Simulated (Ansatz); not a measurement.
# InH3S2: an energy map over bond length In2–S3 and dihedral S1–In2–S3–H6

The runs use Ansatz 0.2.0; RHF-MP2, frozen core/def2-TZVP.

## Step 1: Where the work starts

SMILES `[SH][InH][SH]`, 6 atoms, charge 0, spin multiplicity 1.

Atoms are counted from 1 here; the program's logs count them from 0.

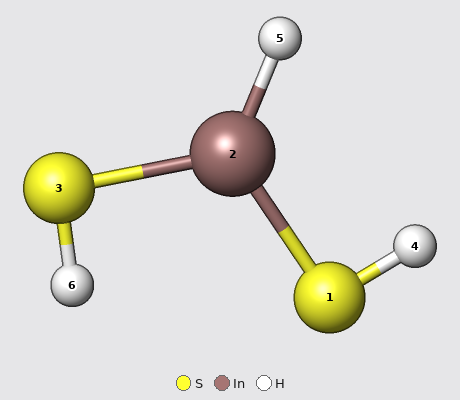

Start geometry, drawn with sulfur yellow, indium brown, hydrogen white; atoms are numbered from 1 in the order of the file.

Geometry (Å):

```xyz
6
H3InS2
S    -0.7344   -1.7663    0.1249
In    0.2997    0.3431   -0.4863
S     0.3117    1.9471    1.3284
H    -0.5682   -2.2921   -1.1222
H     0.9735    0.6919   -2.0379
H    -0.2823    1.0763    2.1931
```

This geometry comes from a loose relaxation at PBE in a small basis, which is not shown.

## Step 3: The grid

The axes are (1) bond length In2–S3: 7 values from 2.081 to 2.956 Å; (2) dihedral S1–In2–S3–H6: 8 values from −180 to 135 °, periodic.

Nothing else is relaxed (all other coordinates rigid). Energies count from the relaxed molecule at the same level. Points are written as (first, second).

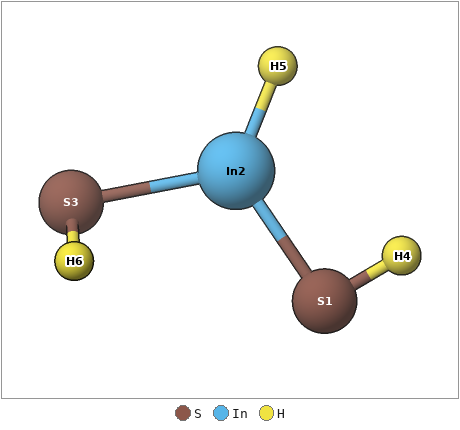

The geometry at (2.518 Å, 45°).

(The set-up runs are not shown.)

## Step 4: The run at (2.373 Å, 0°)

File input.yaml:

```yaml
crystal:
  periodic: [false, false, false]
  atoms:
    - { symbol: S, position_ang: [-0.728486, -1.722863, 0.110398] }
    - { symbol: In, position_ang: [0.291146, 0.334548, -0.469587] }
    - { symbol: S, position_ang: [0.328175, 1.90536, 1.308701] }
    - { symbol: H, position_ang: [-0.539055, -2.259176, -1.102977] }
    - { symbol: H, position_ang: [0.9381, 0.678214, -1.994311] }
    - { symbol: H, position_ang: [-0.289519, 1.07484, 2.160214] }
basis:
  gaussian: { orbitals: def2-TZVP }
hamiltonian:
  xc: hf
output:
  forces: true
correlation:
  method: mp2
```

Started as:

```bash
$ ansatz run input.yaml --threads 1 --pin off --max-ram 2560MiB --backend cpu --events-out ev --progress --plain --runs-dir out
```

What time and memory should one allow on 1 thread of Arm Neoverse V1, shared host?

About 8.9 s, with a peak of 0.35 GiB.
